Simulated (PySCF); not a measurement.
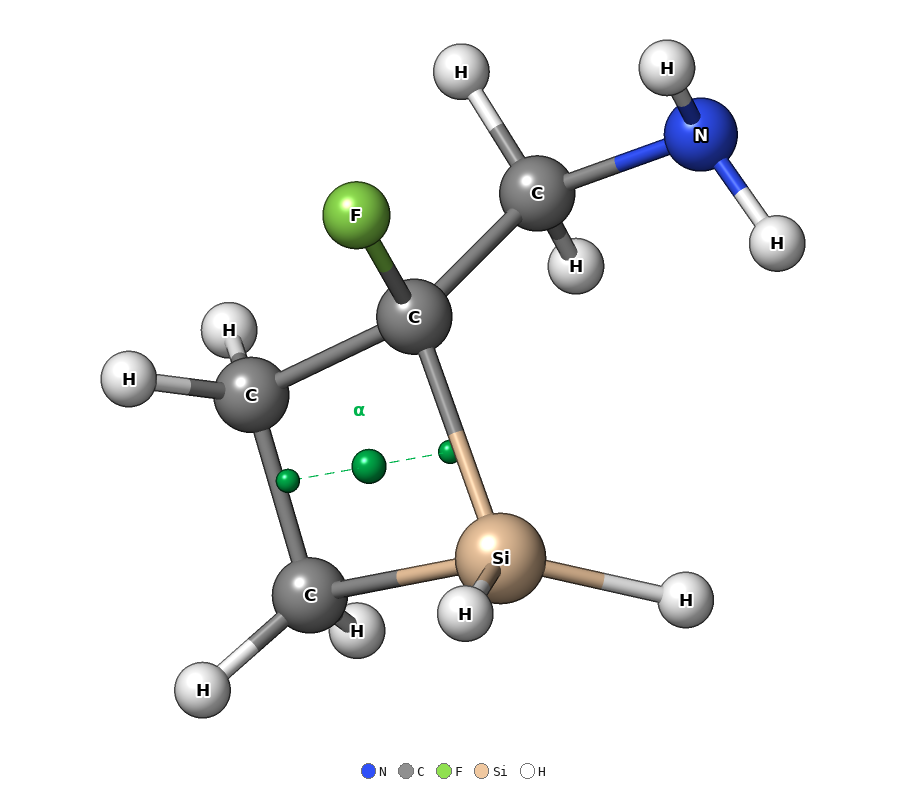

The small points mark where nucleus-independent chemical shifts (NICS) were computed: at the centre of each lettered ring and 1 Å above and below it. Computed geometry: GFN2-xTB optimisation. No frequency run is at hand to confirm it as a minimum. Method: GIAO PBE0/pcSseg-1 NMR shielding, non-relativistic, gas phase (PySCF 2.14.0).

Give NICS(0), NICS(1) and the out-of-plane component NICS(1)zz for each ring (means of the two sides).

```
ring  members  NICS(0)  NICS(1)  NICS(1)zz
   α     C3Si     −0.4     −1.2        3.3
```

Values in ppm.

The geometry is semi-empirical. Around Si such bond lengths and angles can be off by a tenth of an ångström or more and by several degrees, and values that hang on the shape move with them.
